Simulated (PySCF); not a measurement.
## A study: F5S, charge +1, SMILES `F[S+](F)(F)(F)F`

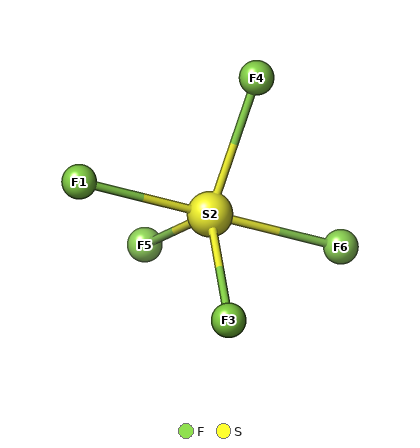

The molecule, with its atoms numbered as below. No frequency check shows the geometry to be a minimum.

Geometry (Å), atoms numbered from 1:

```
F1       1.5494    0.0006    0.0007
S2       0.0001   -0.0001    0.0000
F3       0.0009   -1.4937   -0.4021
F4       0.0001    1.0952   -1.0925
F5      -0.0013    0.3987    1.4946
F6      -1.5493   -0.0006   -0.0009
```

Part 1: Bonding charge

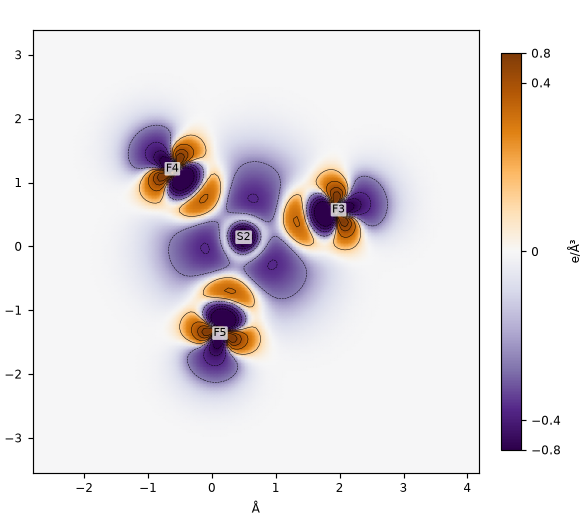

Deformation density (molecule less spherical, spin-averaged free atoms) in the plane of S2, F3, F4 and F5; colour scale in e/Å³, logarithmic beyond ±0.1; orange: gain, purple: loss.

PySCF calculation, M06-2X/def2-SVP, gas phase; geometry: GFN2-xTB.

Describe the bonding that the map shows.

Answer. S2–F4, S2–F3 and S2–F5: 0.00 e/Å³ at the bond critical point (bond length 1.55 Å, Mayer order 1.1); up to 0.6 Å beside the axis the gain reaches +0.21 e/Å³. In all, 1.0 electrons gather in the regions of gain relative to the promolecule of neutral atoms (the regions of loss give up this much and the cation's charge besides). A small or negative value marks a very polar bond, one between electron-rich atoms, whose free-atom densities already overlap strongly, a long bond to a heavier atom, or a closed-shell contact such as a hydrogen bond.

Where do the Hirshfeld charges lie?

Answer. The highest Hirshfeld charge is on S2 (+0.89 e), the lowest on F1 and F6 (−0.02 e).

| atom | charge (e) |
| --- | --- |
| F1 | −0.02 |
| S2 | +0.89 |
| F3 | +0.05 |
| F4 | +0.05 |
| F5 | +0.05 |
| F6 | −0.02 |

Part 2: Bond critical points

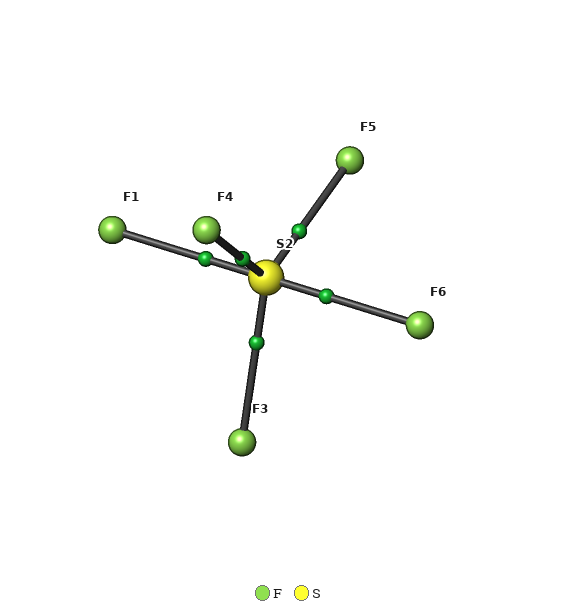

Molecular graph of the electron density (QTAIM): bond paths, bond critical points (green), ring points (magenta, if any); weak paths are dashed.

How many critical points of each kind are there, and does the count close?

Answer. 6 nuclei, 5 bond, 0 ring and 0 cage critical points: 6 − 5 + 0 − 0 = 1, as the Poincaré–Hopf relation requires.

Tabulate density, Laplacian, ellipticity and energy density at the bond critical points (atomic units).

Answer.
```tsv
bond	length (Å)	ρ (a.u.)	∇²ρ (a.u.)	ε	H (a.u.)
F1–S2 (2 alike)	1.549	0.227	+0.50	0.00	−0.237
S2–F4 (3 alike)	1.547	0.222	+0.50	0.04	−0.223
```

What kind of interaction is S2–F4?

Answer. Polar or intermediate (positive Laplacian, negative energy density H): ρ = 0.222, ∇²ρ = +0.50, H = −0.223 a.u.

Part 3: Local ionisation energy

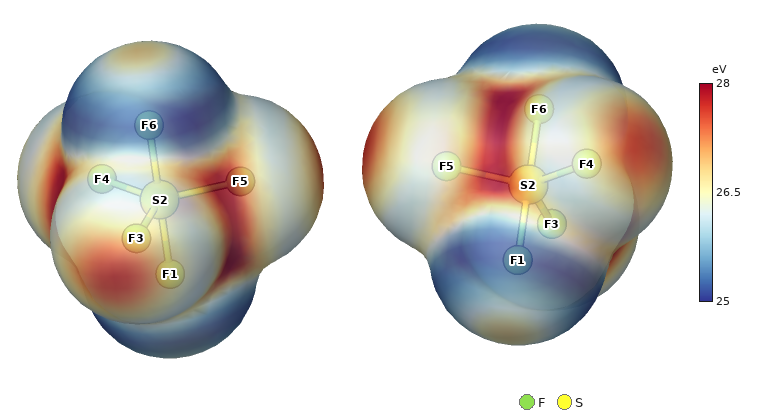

Average local ionisation energy on the surface of electron density 0.001 a.u. (back view left, front view right).

Locate the minima of the map.

Answer. The lowest value is 25.1 eV, 1.6 Å from F1, and at like points elsewhere. For comparison, the highest occupied orbital lies at −22.4 eV.

What volume does the surface enclose?

Answer. About 73 Å³.

Part 4: In an electric field

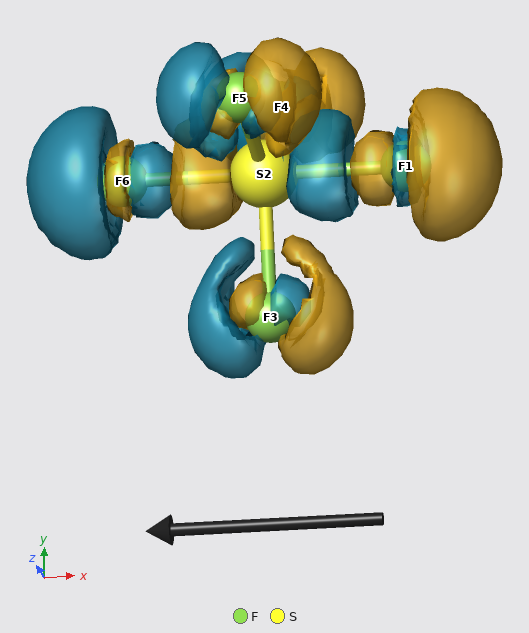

Change of the electron density in a uniform field of 0.26 V/Å along −x (arrow), surfaces at ±0.002 e/Å³ (yellow: gain, teal: loss).

PySCF calculation, M06-2X/6-31+G*, gas phase; geometry: GFN2-xTB. The basis has diffuse s and p functions alone, which still leaves polarisabilities too small, most of all across bonds.

The field was applied in both directions; the picture shows the one opposite to the script's first.

How large is the response?

Answer. The induced dipole is 0.30 D (along the field); α along this axis, from the fields in both directions, is 24 bohr³ (3.5 Å³).

Part 5: Localised orbitals

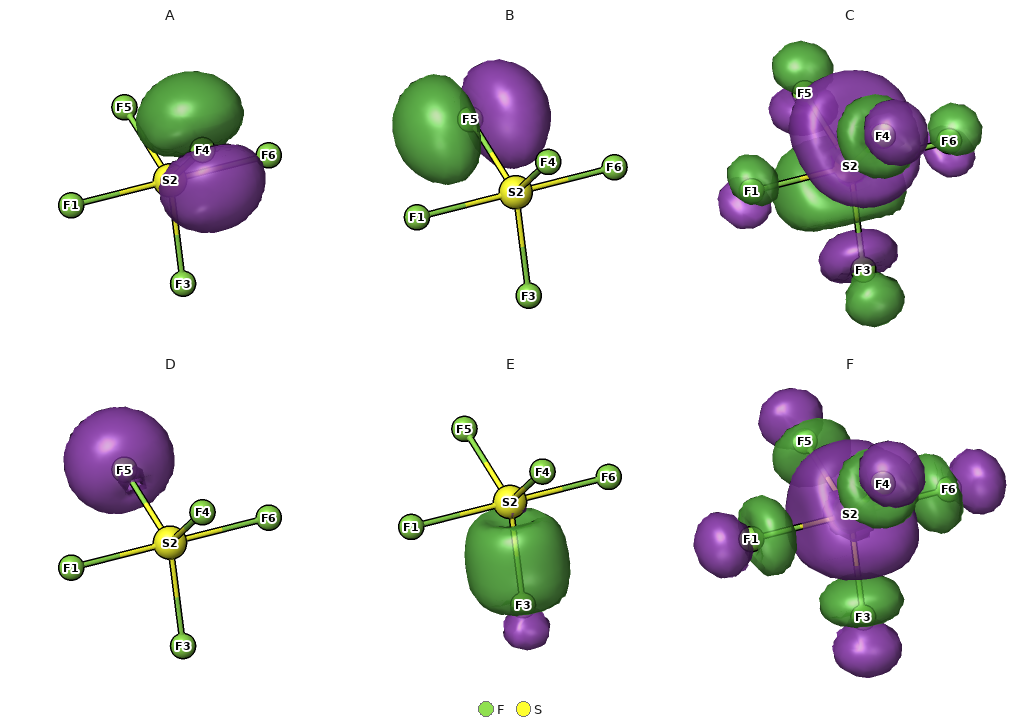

Intrinsic bond orbitals (IBO), occupied and valence-virtual; each surface holds about 85 % of the orbital's density. Energies are diagonal elements of the Fock matrix.

Level of theory: ωB97X/def2-SVPD (PySCF), at a geometry from GFN2-xTB.

Name the orbitals, with their atomic make-up and energies.

Answer. By panel:
- A: lone pair on F4 (p-type) (F4 95 %, S2 4 %; −25.1 eV)
- B: lone pair on F5 (p-type) (F5 98 %; −24.7 eV)
- C: σ* orbital S2–F4 (S2 62 %, F4 16 %, F3 11 %; −3.6 eV)
- D: lone pair on F5 (s-type) (F5 100 %; −38.1 eV)
- E: σ bond F3–S2 (F3 70 %, S2 30 %; −37.4 eV)
- F: antibonding multicentre orbital mainly over S2, F3, F4 and F5 and further atoms (S2 46 %, F3 12 %, F4 11 %; −7.2 eV)

The PySCF runs shown took 11 s, 32 s and 13 s on 1 thread of Intel(R) Xeon(R) Platinum 8259CL CPU @ 2.50GHz (Skylake/Cascade Lake), with other jobs on the host.
